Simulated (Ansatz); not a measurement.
Input

```
crystal:
  periodic: [false, false, false]
  atoms:
    - {symbol: F, position_ang: [0.556328, 0.653970, 3.192742]}
    - {symbol: F, position_ang: [-0.962171, -0.110287, 1.249254]}
    - {symbol: "N", position_ang: [1.734814, 0.928534, 0.596640]}
    - {symbol: N, position_ang: [1.810422, -0.736797, 0.896701]}
    - {symbol: Si, position_ang: [0.576462, 0.202414, 1.639346]}
    - {symbol: H, position_ang: [1.493808, 0.976614, -0.406103]}
    - {symbol: H, position_ang: [2.694297, -0.842158, 1.419730]}
basis:
  gaussian:
    orbitals: def2-TZVPD
magnetization:
  spin_polarized: false
output: {forces: true, orbitals: {seedname: orbitals}}
hamiltonian:
  xc: {name: PBE0}
```

Run with:

```sh
ansatz run input.yaml --threads 1 --pin off --max-ram 2610MiB --events-out events.jsonl --progress --plain --runs-dir runs
```

Geometry: BLYP-D3(BJ)/def2-SVP.

Computed with isolated molecule in a Gaussian basis; Kohn-Sham density functional theory, functional PBE0 in Ansatz 0.2.0.

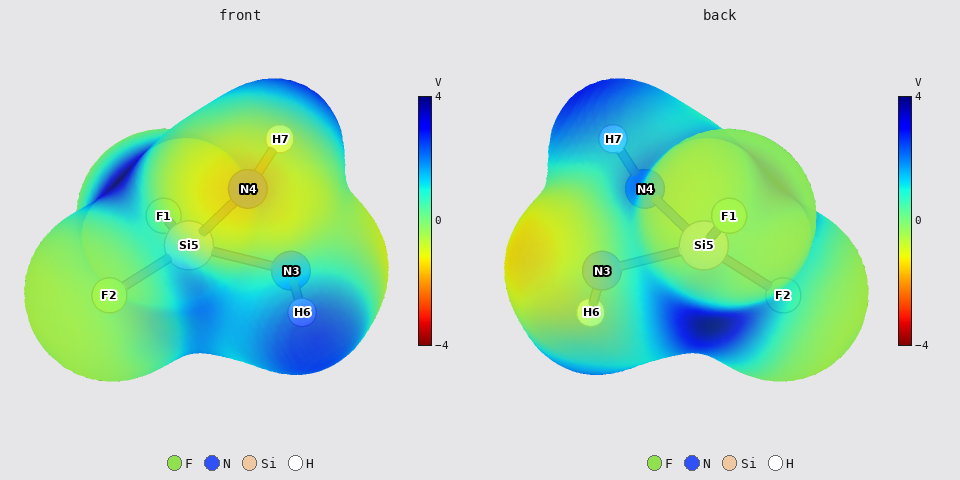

F$_{2}$H$_{2}$N$_{2}$Si. The electrostatic potential painted on the density surface at 0.004 e/bohr³, seen from the front and from behind; red is negative and blue positive.

**Describe the electrostatic potential map.**

The most negative region (about −1.4 V) lies over N3 and N4, the most positive (about +3.8 V) over Si5.

**How polar is the molecule by this calculation?**

Its dipole moment is 0.50 D.
